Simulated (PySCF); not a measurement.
System: C₄H₁₀Cl₃GeN, SMILES CC(C)(C)[NH][Ge]([Cl])([Cl])[Cl], singlet.

Vertical TDDFT excitations, B3LYP/def2-SVPD with PySCF 2.14.0, at a PBE0-D3(BJ)/def2-SVP geometry (no frequency check), gas phase.

Where does it absorb, and how strongly?

Answer. The lowest singlet lies at 4.67 eV (266 nm, f = 0.017); the brightest of the first 15 is S11 at 7.31 eV (170 nm), f = 0.111, mainly HOMO → LUMO+3 (77 %) (S12 lies within 0.06 eV, too close to order). No singlet lies below 3.1 eV (beyond 400 nm), so at this level no vertical transition falls in the visible.


| state | E (eV) | λ (nm) | f | main character |
| --- | --- | --- | --- | --- |
| S1 | 4.67 | 266 | 0.017 | HOMO → LUMO (99 %) |
| S2 | 5.99 | 207 | 0.001 | HOMO−1 → LUMO (99 %) |
| S3 | 6.25 | 198 | 0.031 | HOMO−2 → LUMO (80 %) |
| S4 | 6.27 | 198 | 0.006 | HOMO → LUMO+1 (56 %) |
| S5 | 6.31 | 196 | 0.039 | HOMO−3 → LUMO (71 %) |
| S6 | 6.50 | 191 | 0.039 | HOMO−4 → LUMO (90 %) |
| S7 | 6.60 | 188 | 0.005 | HOMO → LUMO+2 (86 %) |
| S8 | 6.67 | 186 | 0.019 | HOMO−5 → LUMO (68 %) |
| S9 | 6.72 | 185 | 0.039 | HOMO−6 → LUMO (67 %) |
| S10 | 7.19 | 173 | 0.005 | HOMO−7 → LUMO (84 %) |
| S11 | 7.31 | 170 | 0.111 | HOMO → LUMO+3 (77 %) |
| S12 | 7.34 | 169 | 0.002 | HOMO−8 → LUMO (87 %) |
| S13 | 7.39 | 168 | 0.018 | HOMO → LUMO+5 (69 %) |
| S14 | 7.47 | 166 | 0.008 | HOMO → LUMO+4 (80 %) |
| S15 | 7.79 | 159 | 0.018 | HOMO → LUMO+6 (46 %) |

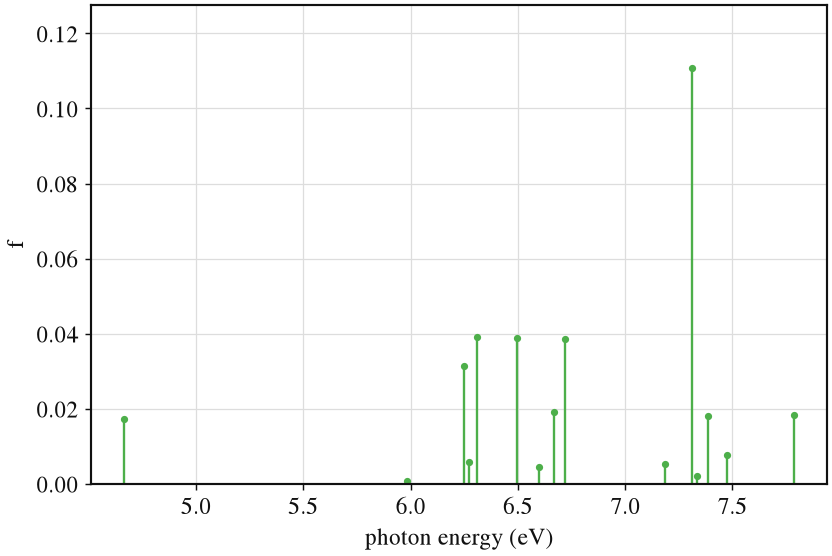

The lowest 15 singlet states are shown. States within 0.01 eV of each other are merged, with their strengths summed.

Caveats: states above the negative HOMO energy depend on the basis; core orbitals are frozen in the response.
